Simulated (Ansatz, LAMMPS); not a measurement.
# Relaxing amorphous poly(propylene oxide) (as short chains C35O12H72), from a frame at 260 K (238 atoms), part 2 of 3

Aim: bring amorphous poly(propylene oxide) (as short chains C35O12H72), from a frame at 260 K (238 atoms) to a nearby minimum of the energy and see what moves.

Ansatz 0.2.0; Kohn-Sham DFT, PBE+D3(BJ), PAW (set soft_2), plane waves.

The cell: 70 C, 24 O and 144 H. The network of contacts between molecules at the start is that of the classical potential that made the cell. The density was typed from a rule of thumb and may lie off the real one at this temperature. Sampling is at Γ alone, for a cell whose shortest periodic width is 13 Å.

So far. Step 3 (Single point at the start): The r.m.s. force component of 0.82 eV/Å and the pressure of 1.9 GPa set the starting point.

### 4. Relaxation

The atoms are relaxed in the fixed cell, aiming at the force tolerance of the input.

The input, input.yaml:

```yaml
crystal:
  lattice:
    - [13.01425, 0.0, 0.0]
    - [0.0, 13.01425, 0.0]
    - [0.0, 0.0, 13.01425]
  atoms:
    [... the 238 atom lines of step 3 ...]
kpoints:
  mp_grid: { grid: [1, 1, 1] }
hamiltonian:
  xc: pbe
  dispersion: d3bj
scf:
  occupations: { method: fermi_dirac, width: 0.025 }
output:
  forces: true
relax:
  f_tol: 0.05
  max_steps: 200
```

On the command line:

```sh
> ansatz run input.yaml --threads 4 --pin off --max-ram 8192MiB --backend cpu --events-out ev --progress --plain --runs-dir out
```

Numbers of over 12 decimals in the logs are rounded to 6 here.

The log of the run:

```text
[...]
Crystal: 238 atoms, lattice volume = 2204.233 Å³
Basis set: ecut = 420 eV, 43003 PW (Γ), exchange–correlation on 180×180×180 points (8 copies of the dense FFT grid, shifted against one another)
Bands: 522, of which v1, the nominal top of the filled ones, is band 284 counted from 1 (283 counted from 0)
Symmetry: 1 space group operations
[...]
k-points: 1
[...]
SCF iter   1: F=—  HF=-33478.911352 eV  |F-HF|=—  |Δ(HF+E_count)|=         —  Δρ=5.23e-3  dr2=7.04e-1  ethr=1.77e-3  ⟨swp⟩=6.0  Hψ=2382  notcnv=0  defer=43
[...]
SCF iter   7: F=-33478.864253 eV  HF=-33478.864269 eV  |F-HF|=1.53e-5  |Δ(HF+E_count)|=   2.86e-7  Δρ=3.38e-5  dr2=2.13e-5  ethr=1.10e-8  ⟨swp⟩=4.0  Hψ=1276  notcnv=0
SCF 1 converged in 7 iterations: F = -33478.864253 eV  dr2 = 2.13e-5
[...]
relax step   1: F+E_penalty+E_count = -33478.86425333 eV  Δ(F+E_penalty+E_count) = +0.000e0 eV  max|allowed force component| = 3.767e0 eV/Å  Δτ_max = 0.0000 Å  (7 SCF iters, dr2 threshold 6.25e-5 eV, accepted)
[...]
relax step   2: F+E_penalty+E_count = -33485.85967220 eV  Δ(F+E_penalty+E_count) = -6.995e0 eV  max|allowed force component| = 1.415e0 eV/Å  Δτ_max = 0.1947 Å  (7 SCF iters, dr2 threshold 1.00e-4 eV, accepted)
[...]
relax step   3: F+E_penalty+E_count = -33487.13130431 eV  Δ(F+E_penalty+E_count) = -1.272e0 eV  max|allowed force component| = 4.580e-1 eV/Å  Δτ_max = 0.1936 Å  (6 SCF iters, dr2 threshold 1.00e-4 eV, accepted)
relax step   4: F+E_penalty+E_count = -33487.44035551 eV  Δ(F+E_penalty+E_count) = -3.091e-1 eV  max|allowed force component| = 1.915e-1 eV/Å  Δτ_max = 0.2000 Å  (7 SCF iters, dr2 threshold 2.20e-5 eV, accepted)
relax step   5: F+E_penalty+E_count = -33487.61402240 eV  Δ(F+E_penalty+E_count) = -1.737e-1 eV  max|allowed force component| = 3.660e-1 eV/Å  Δτ_max = 0.1956 Å  (8 SCF iters, dr2 threshold 3.84e-6 eV, accepted)
relax step   6: F+E_penalty+E_count = -33487.70483253 eV  Δ(F+E_penalty+E_count) = -9.081e-2 eV  max|allowed force component| = 3.108e-1 eV/Å  Δτ_max = 0.1659 Å  (7 SCF iters, dr2 threshold 2.34e-5 eV, accepted)
relax step   7: F+E_penalty+E_count = -33487.78084754 eV  Δ(F+E_penalty+E_count) = -7.602e-2 eV  max|allowed force component| = 2.131e-1 eV/Å  Δτ_max = 0.1868 Å  (6 SCF iters, dr2 threshold 6.96e-5 eV, accepted)
relax step   8: F+E_penalty+E_count = -33487.82481332 eV  Δ(F+E_penalty+E_count) = -4.397e-2 eV  max|allowed force component| = 2.515e-1 eV/Å  Δτ_max = 0.1587 Å  (6 SCF iters, dr2 threshold 2.13e-5 eV, accepted)
relax step   9: F+E_penalty+E_count = -33487.85008234 eV  Δ(F+E_penalty+E_count) = -2.527e-2 eV  max|allowed force component| = 2.949e-1 eV/Å  Δτ_max = 0.1414 Å  (6 SCF iters, dr2 threshold 2.97e-5 eV, accepted)
relax step  10: F+E_penalty+E_count = -33487.86699015 eV  Δ(F+E_penalty+E_count) = -1.691e-2 eV  max|allowed force component| = 2.398e-1 eV/Å  Δτ_max = 0.1241 Å  (6 SCF iters, dr2 threshold 8.70e-5 eV, accepted)
relax step  11: F+E_penalty+E_count = -33487.88123786 eV  Δ(F+E_penalty+E_count) = -1.425e-2 eV  max|allowed force component| = 8.374e-2 eV/Å  Δτ_max = 0.0613 Å  (5 SCF iters, dr2 threshold 3.80e-5 eV, accepted)
relax step  12: F+E_penalty+E_count = -33487.88982639 eV  Δ(F+E_penalty+E_count) = -8.589e-3 eV  max|allowed force component| = 5.505e-2 eV/Å  Δτ_max = 0.0812 Å  (9 SCF iters, accepted)
relax step  13: F+E_penalty+E_count = -33487.89549623 eV  Δ(F+E_penalty+E_count) = -5.670e-3 eV  max|allowed force component| = 7.818e-2 eV/Å  Δτ_max = 0.1296 Å  (9 SCF iters, accepted)
relax step  14: F+E_penalty+E_count = -33487.89863619 eV  Δ(F+E_penalty+E_count) = -3.140e-3 eV  max|allowed force component| = 4.397e-2 eV/Å  Δτ_max = 0.0765 Å  (6 SCF iters, dr2 threshold 2.64e-6 eV, accepted)
relax step  15: F+E_penalty+E_count = -33487.89863674 eV  Δ(F+E_penalty+E_count) = -5.452e-7 eV  max|allowed force component| = 4.398e-2 eV/Å  Δτ_max = 0.0000 Å  (4 SCF iters, accepted)
relax step  16: F+E_penalty+E_count = -33487.90214512 eV  Δ(F+E_penalty+E_count) = -3.508e-3 eV  max|allowed force component| = 4.124e-2 eV/Å  Δτ_max = 0.0955 Å  (9 SCF iters, accepted)
relax step  17: F+E_penalty+E_count = -33487.90422120 eV  Δ(F+E_penalty+E_count) = -2.076e-3 eV  max|allowed force component| = 3.103e-2 eV/Å  Δτ_max = 0.0605 Å  (8 SCF iters, accepted)
[...]
relax step  18: F+E_penalty+E_count = -33487.90621526 eV  Δ(F+E_penalty+E_count) = -1.994e-3 eV  max|allowed force component| = 2.112e-2 eV/Å  Δτ_max = 0.0637 Å  (9 SCF iters, accepted)
SCF converged after 9 iterations
Free energy (F): -33487.906215 eV
[...]
Internal energy: -33487.906215 eV  (E = F + TS)
E sigma→0 (E₀):  -33487.906215 eV
Fermi energy:    1.987297 eV
[...]
--- Forces (eV/Å), atoms counted from 1 ---
  atom   1  C      0.00115128     0.00291802    -0.00450410
  atom   2  O      0.00253523    -0.00161954     0.00401712
  atom   3  C     -0.00519674     0.00176331    -0.00121965
  atom   4  C     -0.00490348    -0.00466143    -0.00387067
  atom   5  C      0.00199979     0.00216293     0.00389154
  atom   6  O      0.00387412     0.00134809    -0.00030842
  atom   7  C     -0.00042956     0.00224457    -0.00026908
  atom   8  C     -0.00027629    -0.00033517    -0.00131094
  atom   9  C     -0.00029716     0.00087367     0.00150368
  atom  10  O     -0.00093409    -0.00212236     0.00265827
  atom  11  C     -0.00027628    -0.00011638    -0.00442148
  atom  12  C     -0.00126560    -0.00074970    -0.00142296
  atom  13  C      0.00185532     0.00033161     0.00187505
  atom  14  O      0.00149607    -0.00215423    -0.00040906
[...]
atom 237  H      0.00410796     0.00422575     0.00561816
  atom 238  H     -0.00325180    -0.00066603     0.00477755
  max |Σ_I F_I| component: 9.54e-5 eV/Å
--- Relaxed structure (18 steps of the walk, 18 accepted, 0 SCFs on fresh bases) ---
  F+E_penalty+E_count = -33487.90621526 eV   max|allowed force component| = 2.112e-2 eV/Å
  atoms:
    - { symbol: C, position: [0.589516, 0.179533, 0.984015] }
    - { symbol: O, position: [0.618544, 0.246192, 0.902926] }
    - { symbol: C, position: [0.722989, 0.276189, 0.912479] }
    - { symbol: C, position: [0.747679, 0.357420, 0.831072] }
[...]
- { symbol: H, position: [0.842390, 0.696032, 0.733481] }
```

The job ended after 5.6 min (4 threads of Arm Neoverse V2, shared host; peak memory 3.1 GiB; 22 min of CPU time).

Step by step:

```
step  energy less that of the first step (eV)  largest force component (eV/Å)
   1                                   0.0000                          3.7674
   2                                  -6.9954                          1.4155
   3                                  -8.2671                          0.4580
   4                                  -8.5761                          0.1915
   5                                  -8.7498                          0.3660
   6                                  -8.8406                          0.3108
   7                                  -8.9166                          0.2131
   8                                  -8.9606                          0.2515
   9                                  -8.9858                          0.2949
  10                                  -9.0027                          0.2398
  11                                  -9.0170                          0.0837
  12                                  -9.0256                          0.0551
  13                                  -9.0312                          0.0782
  14                                  -9.0344                          0.0440
  15                                  -9.0344                          0.0440
  16                                  -9.0379                          0.0412
  17                                  -9.0400                          0.0310
  18                                  -9.0420                          0.0211
```

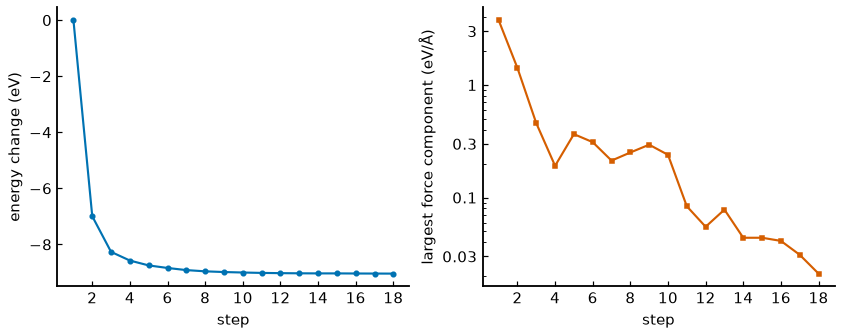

Energy and largest force along the relaxation.

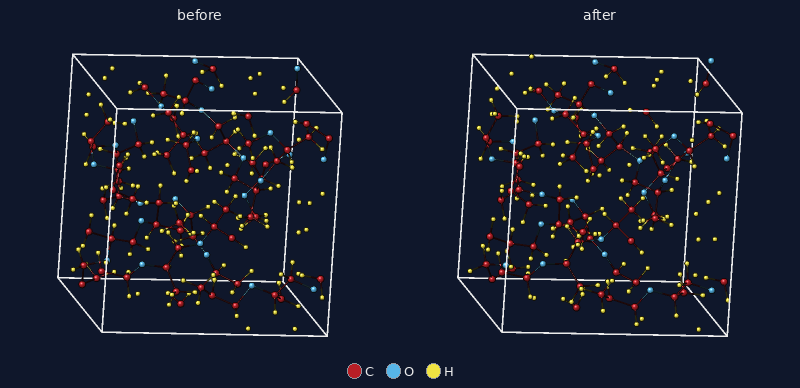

Before and after, at one scale. Bonds to atoms that aren't drawn are left out.

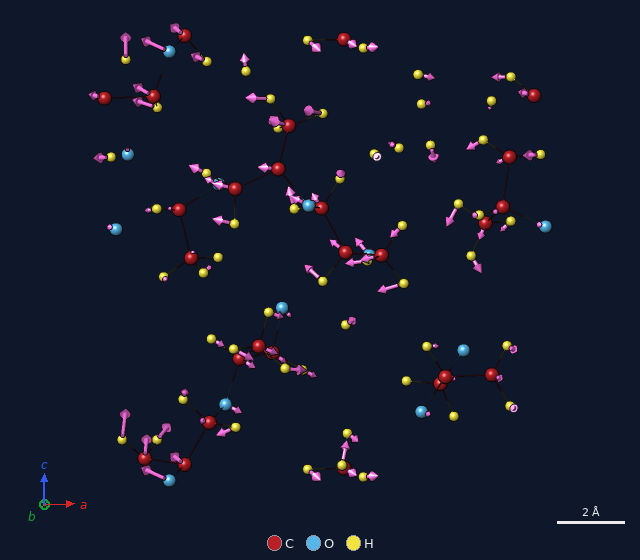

Displacements in the relaxation, scaled; the longest in the cell stands for 1.41 Å. Drawn is a slice 4 Å thick, seen along the normal of the ac plane. Bonds to atoms that aren't drawn are left out.

The atoms that moved most (Å):

```
atom      dx      dy     dz  length
 H97   0.191   1.118  0.835   1.408
 H96   0.066   1.052  0.720   1.277
 O34  -0.741   0.925  0.290   1.220
H115  -0.576  -0.095  0.943   1.109
H116  -1.010  -0.041  0.436   1.101
 C33   0.125   0.853  0.592   1.046
H119   0.948  -0.244  0.288   1.021
 H73  -0.611  -0.775  0.181   1.003
```

The relaxation changed the energy by -38.0 meV/atom, and atoms moved by 0.51 Å r.m.s., 1.4 Å at most.

### 5. Structure statistics after relaxation

Bonds before and after, by the cutoffs listed below:

```
pair  bonds before  bonds after  mean before (Å)  mean after (Å)  spread before (Å)  spread after (Å)
 H-C           144          144            1.094           1.101              0.028             0.004
 C-C            44           44            1.516           1.524              0.029             0.005
 C-O            48           48            1.434           1.429              0.032             0.007
```

Density 1.03 g/cm³, 9.261 Å³ an atom.

Pair distribution functions g(r), in bins of 0.2 Å:

```
r (Å)  total   H-H   H-C   H-O   C-C    C-O   O-O
 1.00   1.99  0.00  5.55  0.00  0.00   0.00  0.00
 1.20   1.71  0.00  4.81  0.00  0.00   0.00  0.00
 1.40   0.73  0.00  0.00  0.00  0.00  12.35  0.00
 1.60   0.58  0.00  0.00  0.00  6.75   0.00  0.00
 1.80   0.98  2.69  0.00  0.00  0.00   0.00  0.00
 2.00   0.55  0.06  0.02  4.28  0.00   0.00  0.00
 2.20   1.25  0.52  2.85  0.39  0.00   0.00  0.00
 2.40   1.08  1.30  0.14  0.51  1.73   5.82  0.00
 2.60   1.29  1.56  0.68  3.10  1.01   0.08  0.00
 2.80   0.93  0.76  1.25  1.56  0.04   0.13  0.40
 3.00   0.83  1.15  0.70  0.28  0.51   0.89  2.37
 3.20   0.71  0.87  0.78  0.54  0.42   0.21  0.30
 3.40   0.84  0.72  1.08  1.31  0.09   0.31  0.00
 3.60   0.83  0.86  0.87  0.58  0.78   0.56  3.01
 3.80   1.01  1.17  1.06  0.63  1.00   0.66  0.63
 4.00   1.04  0.97  1.19  1.16  0.92   0.59  0.56
 4.20   0.93  0.93  0.99  0.74  1.08   0.83  0.34
 4.40   1.07  1.21  0.98  0.90  1.33   0.92  0.47
 4.60   1.08  1.20  1.04  0.97  1.15   0.71  0.71
 4.80   1.07  0.98  1.11  1.10  1.15   1.11  1.45
 5.00   1.05  0.96  1.06  1.07  1.25   1.25  1.44
 5.20   1.00  1.00  0.96  1.05  1.22   0.96  0.34
 5.40   1.04  0.96  1.07  1.15  1.27   0.99  0.42
 5.60   0.98  0.95  1.01  0.88  1.02   1.15  0.67
 5.80   1.02  0.98  1.06  1.00  0.96   1.19  1.18
 6.00   1.04  1.04  0.94  1.16  0.95   1.35  1.43
 6.20   0.99  0.92  0.99  1.17  0.91   1.20  0.96
 6.40   1.03  1.02  1.03  1.12  0.94   1.07  1.12
```

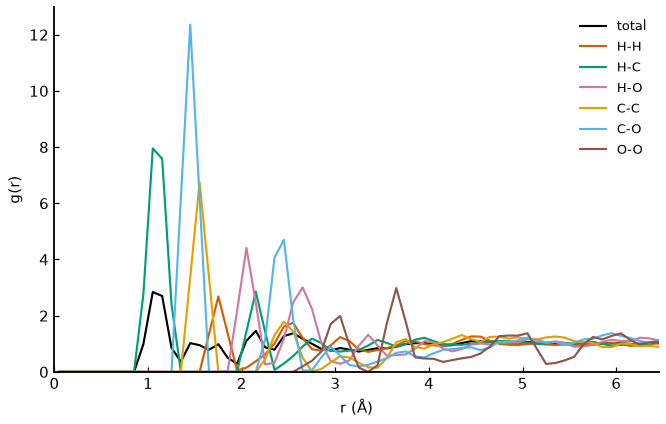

Pair distribution functions, lightly smoothed.

Bonds by pair of elements; cutoffs follow the first minimum of g(r), held within bounds set by covalent radii, and pairs that aren't listed don't count as bonded:

```
pair A-B  cutoff (Å)  bonds  mean length (Å)  spread (Å)  shortest (Å)  B about A  A about B
     H-C        1.34    144             1.10       0.004          1.09          1       2.06
     C-C        1.85     44             1.52       0.005          1.51       1.26       1.26
     C-O        1.73     48             1.43       0.007          1.42      0.686          2
```

How many atoms have how many bonded neighbours:

```
element  mean    1   2   4
      C     4    0   0  70
      H     1  144   0   0
      O     2    0  24   0
```

Bond angles, per cent of each kind in bins of 5°:

```
angle (°)  C-C-H  H-C-H  H-C-O  C-C-O  C-O-C
  100–105    0.0    0.0    3.9    4.5    0.0
  105–110   59.1  100.0   41.0   50.0    0.0
  110–115   40.9    0.0   55.1   43.9   66.7
  115–120    0.0    0.0    0.0    1.5   33.3
```

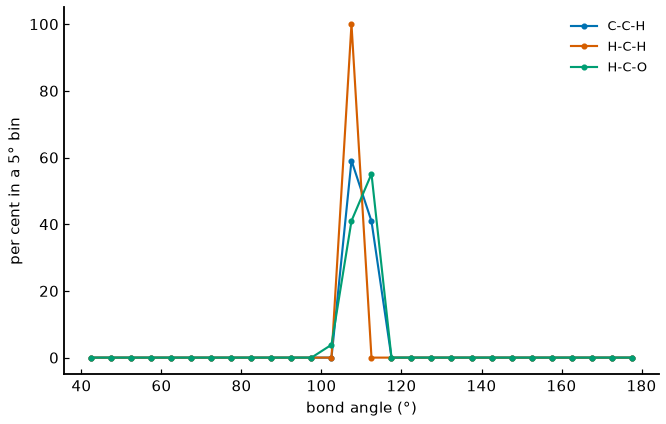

Distributions of the most common bond angles.

Bond angles (no mean is given where the spread exceeds 20°):

```
angle  count  mean (°)  spread (°)
C-C-H    154       110         1.2
H-C-H    100       108         0.5
H-C-O     78       110           2
C-C-O     66       110         2.7
C-O-C     24       114         1.6
```

By these cutoffs all C atoms have 4, all H atoms have 1 and all O atoms have 2 bonded neighbours. The C-C-H angle averages 110° with a spread of 1.2°.

(Part 2 of 3 ends here.)

[Logs are printed without paths, hosts, clocks, repeated set-up lines and the standing remarks that a program may print on its own settings, such as how far it seeks lower states.]

[Hosts, paths, dates, database ids (printed as entryN), source tags and the programs' standing remarks are cut or masked in the printed files.]
